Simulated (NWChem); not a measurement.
# CSeO (SMILES O=C=[Se]): levels of theory compared

Aim: a comparison of 6 runs (HF/STO-3G, B3LYP/6-31G*, B3LYP/def2-TZVP, M06-2X/def2-TZVP, PBE/def2-TZVP, r2SCAN/def2-TZVP) of CSeO. 

The results are computed with NWChem 7.3.0.

1 further run of the same task is left out (set aside as unsound or not needed). Runs told in other sessions of the task aren't counted.

### Step 1. Starting point

The species is CSeO (3 atoms), meant as a singlet with charge 0. SMILES: `O=C=[Se]`. The coordinates come from a PBE0-D4/def2-TZVP relaxation.

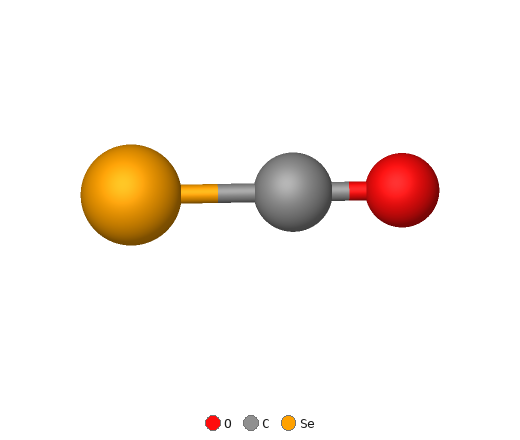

The structure, seen from a chosen angle (oxygen red, carbon grey, selenium orange).

### Step 2. Energy and gradient at HF/STO-3G (run 1)

Input file run.py:

```python
from ase import Atoms
from ase.calculators.nwchem import NWChem

mol = Atoms('OCSe', positions=[
    [-0.819960, 0.994920, -0.346520],
    [-0.114120, 0.138480, -0.048230],
    [0.934090, -1.133390, 0.394750],
])

calc = NWChem(
    label='cose',
    theory='scf',
    memory='2200 mb',
    basis='STO-3G',
    basispar='spherical bse',
    scf={'nopen': '0', 'rhf': None, 'thresh': '1e-08', 'maxiter': '80'},
)
mol.calc = calc

forces = mol.get_forces()
e = mol.get_potential_energy()
print(f"E = {e:.6f} eV")
print("forces (eV/A):")
for s, f in zip(mol.symbols, forces):
    print(f"{s:2s} {f[0]:10.5f} {f[1]:10.5f} {f[2]:10.5f}")
print("dipole (e A):", mol.get_dipole_moment().round(4))
```

The run is started by

```
export ASE_NWCHEM_COMMAND="nwchem PREFIX.nwi > PREFIX.nwo"
python run.py
```

Log:

```text
E = -67614.645784 eV
forces (eV/A):
O    -1.51680    1.84050   -0.64103
C     2.42764   -2.94566    1.02592
Se   -0.91079    1.10516   -0.38489
dipole (e A): [-0.1339  0.1625 -0.0566]
```

The calculator wrote cose.nwi:

```
title "cose"

permanent_dir cose

scratch_dir cose

start cose

geometry units angstrom nocenter noautosym noautoz
  O  -8.1996000000000002e-01 9.9492000000000003e-01 -3.4651999999999999e-01
  C  -1.1412000000000000e-01 1.3847999999999999e-01 -4.8230000000000002e-02
  Se 9.3408999999999998e-01 -1.1333899999999999e+00 3.9474999999999999e-01
end

memory 2200 mb

basis spherical bse noprint
   * library STO-3G
end

scf
  nopen 0
  rhf
  thresh 1e-08
  maxiter 80
end

task scf gradient
```

cose.nwo:

```text
Northwest Computational Chemistry Package (NWChem) 7.3.0
             --------------------------------------------------------

           Job information
           ---------------

    nwchem branch   = 7.3.0
    use scalapack   = T
    input           = cose.nwi
    prefix          = cose.
    data base       = cose/cose.db
    status          = startup
    nproc           =        1

           Memory information
           ------------------

[... 5 lines left out ...]
    hardfail = no
[... 115 lines left out ...]
         Quadratically convergent ROHF
[... 15 lines left out ...]
       Final RHF  results
[... 4 lines left out ...]
      Two-electron energy =   1127.775733577723
[... 37 lines left out ...]
                       ROHF Final Molecular Orbital Analysis
[... 163 lines left out ...]
                 ----------------------------------------
                 |  Time  |  1-e(secs)   |  2-e(secs)   |
                 ----------------------------------------
                 |  CPU   |       0.00   |       0.55   |
                 ----------------------------------------
                 |  WALL  |       0.00   |       0.55   |
                 ----------------------------------------

 Task  times  cpu:        2.0s     wall:        2.0s
 Total times  cpu:        2.1s     wall:        2.1s
```

Wall time 3.3 s (1 thread of AMD EPYC 7B13 (Zen 3), shared host); peak memory 0.1 GiB.

### Step 3. Energy and gradient at B3LYP/6-31G(d) (spherical functions) (run 2)

run.py: that of step 2 with these lines changed.

```diff
@@ -11,7 +11,7 @@
     label='cose',
-    theory='scf',
+    theory='dft',
     memory='2200 mb',
-    basis='STO-3G',
+    basis='6-31G*',
     basispar='spherical bse',
-    scf={'nopen': '0', 'rhf': None, 'thresh': '1e-08', 'maxiter': '80'},
+    dft={'xc': 'b3lyp', 'mult': '1', 'grid': 'xfine', 'convergence': 'energy 1e-08', 'iterations': '100', 'mulliken': None},
 )
@@ -20,4 +20,3 @@
 forces = mol.get_forces()
-e = mol.get_potential_energy()
-print(f"E = {e:.6f} eV")
+print(f"energy = {mol.get_potential_energy():.6f} eV")
 print("forces (eV/A):")
```

The run is started by

```
export ASE_NWCHEM_COMMAND="nwchem PREFIX.nwi > PREFIX.nwo"
python run.py
```

Log:

```text
energy = -68426.415971 eV
forces (eV/A):
O    -0.96175    1.16692   -0.40644
C     0.57505   -0.69775    0.24302
Se    0.38669   -0.46917    0.16342
dipole (e A): [ 0.0627 -0.0761  0.0265]
```

The calculator wrote cose.nwi:

```
title "cose"

permanent_dir cose

scratch_dir cose

start cose

geometry units angstrom nocenter noautosym noautoz
  O  -8.1996000000000002e-01 9.9492000000000003e-01 -3.4651999999999999e-01
  C  -1.1412000000000000e-01 1.3847999999999999e-01 -4.8230000000000002e-02
  Se 9.3408999999999998e-01 -1.1333899999999999e+00 3.9474999999999999e-01
end

memory 2200 mb

basis spherical bse noprint
   * library 6-31G*
end

dft
  xc b3lyp
  mult 1
  grid xfine
  convergence energy 1e-08
  iterations 100
  mulliken
end

task dft gradient
```

cose.nwo:

```text
Northwest Computational Chemistry Package (NWChem) 7.3.0
             --------------------------------------------------------

           Job information
           ---------------

    nwchem branch   = 7.3.0
    use scalapack   = T
    input           = cose.nwi
    prefix          = cose.
    data base       = cose/cose.db
    status          = startup
    nproc           =        1

           Memory information
           ------------------

[... 5 lines left out ...]
    hardfail = no
[... 86 lines left out ...]
  convergence criterion.
[... 42 lines left out ...]
          Spatial weights used:  Erf1
[... 32 lines left out ...]
 1-e energy   =   -3766.143142
[... 42 lines left out ...]
           Coulomb energy =     1217.235878675463
[... 488 lines left out ...]
          Convergence on density requested:  1.00D-05
[... 28 lines left out ...]
          total energy or number of iterations.
[... 34 lines left out ...]
                 ----------------------------------------
                 |  Time  |  1-e(secs)   |  2-e(secs)   |
                 ----------------------------------------
                 |  CPU   |       0.00   |       4.46   |
                 ----------------------------------------
                 |  WALL  |       0.00   |       4.46   |
                 ----------------------------------------

 Task  times  cpu:       15.6s     wall:       15.6s
 Total times  cpu:       15.7s     wall:       15.7s
```

Wall time 17 s (1 thread of AMD EPYC 7B13 (Zen 3), shared host); peak memory 0.12 GiB.

Runs 3 to 5 aren't shown in full; the table further down has their settings and results.

### Step 4. Energy and gradient at r2SCAN/def2-TZVP (run 6)

Input file calc.nw:

```
echo
start calc
title "COSe"
memory 2200 mb

geometry units angstrom noautosym nocenter noautoz
 O    -0.819960    0.994920   -0.346520
 C    -0.114120    0.138480   -0.048230
 Se    0.934090   -1.133390    0.394750
end

basis spherical bse
 O library def2-TZVP
 C library def2-TZVP
 Se library def2-TZVP
end

dft
 xc r2scan
 grid fine
 convergence energy 1e-08
 iterations 100
 mulliken
 print medium
end

task dft gradient
```

The run is started by

```
nwchem calc.nw > calc.out
```

Log:

```text
[...]
          Wavefunction type:  closed shell.
          No. of atoms     :     3
          No. of electrons :    48
[...]
          Charge           :     0
          Spin multiplicity:     1
[...]
          AO basis - number of functions:   110
[...]
              XC Information
              --------------
                      r^2SCAN Method XC Functional
               r^2SCAN metaGGA Exchange Functional  1.000
                     r^2SCAN Correlation Potential  1.000
[...]
 d= 0,ls=0.0,diis     1  -2514.7732538624 -2.65D+03  9.78D-03  1.20D+00     3.8
[...]
 d= 0,ls=0.0,diis    11  -2514.8782567924 -9.93D-09  2.00D-07  8.30D-10    29.7
         Total DFT energy =    -2514.878256792374
      One electron energy =    -3767.545214716118
           Coulomb energy =     1217.981231826988
    Exchange-Corr. energy =     -101.071517289785
 Nuclear repulsion energy =      135.757243386541
[...]
  wavefunction    = closed shell
                         DFT ENERGY GRADIENTS
    atom               coordinates                        gradient
                 x          y          z           x          y          z
   1 O      -1.549500   1.880126  -0.654828    0.008734  -0.010597   0.003691
   2 C      -0.215656   0.261689  -0.091141   -0.008934   0.010841  -0.003776
   3 Se      1.765174  -2.141797   0.745969    0.000200  -0.000243   0.000085
[...]
```

Run time: 49 s. Hardware: 1 thread of AMD EPYC 7B13 (Zen 3), shared host; peak memory 0.13 GiB.

### Step 5. Overview of the runs

| run | level | iteration cap | module | energy (Eh) | dipole moment (D) | HOMO energy (eV) | LUMO energy (eV) | wall time |
| --- | --- | --- | --- | --- | --- | --- | --- | --- |
| 1 | HF/STO-3G | 80 | scf | -2484.792422 | 1.05 | -7.51 | 6.67 | 3.3 s |
| 2 | B3LYP/6-31G* (spherical functions) | 100 | dft | -2514.624426 | 0.49 | -7.69 | -1.01 | 17 s |
| 3 | B3LYP/def2-TZVP | 100 | dft | -2514.978738 | 0.77 | -7.83 | -1.25 | 46 s |
| 4 | M06-2X/def2-TZVP | 100 | dft | -2514.922407 | 0.69 | -9.15 | -0.05 | 48 s |
| 5 | PBE/def2-TZVP | 100 | dft | -2514.468985 | 0.74 | -6.93 | -1.94 | 49 s |
| 6 | r2SCAN/def2-TZVP | 100 | dft | -2514.878257 | 0.71 | -7.23 | -1.77 | 49 s |

### Step 6. Results

```
                       quantity           value
            run 6: total energy  -2514.87826 Eh
           run 6: dipole moment          0.71 D
             run 6: HOMO energy        -7.23 eV
             run 6: LUMO energy        -1.77 eV
           run 6: HOMO–LUMO gap         5.47 eV
run 6: largest force on an atom      0.748 eV/Å
```

**Reading.** The dipole moment (its size) runs from 0.49 D (B3LYP/6-31G*) to 1.05 D (HF/STO-3G). The two ends differ in method and basis. The two dipoles point in opposite directions. The HOMO–LUMO gap runs from 5.00 eV (PBE/def2-TZVP) to 14.17 eV (HF/STO-3G). Totals of different functionals can't be ranked against each other. In run 1 the basis is minimal, so the values are rough. All runs together took 3.5 min, the longest 49 s.
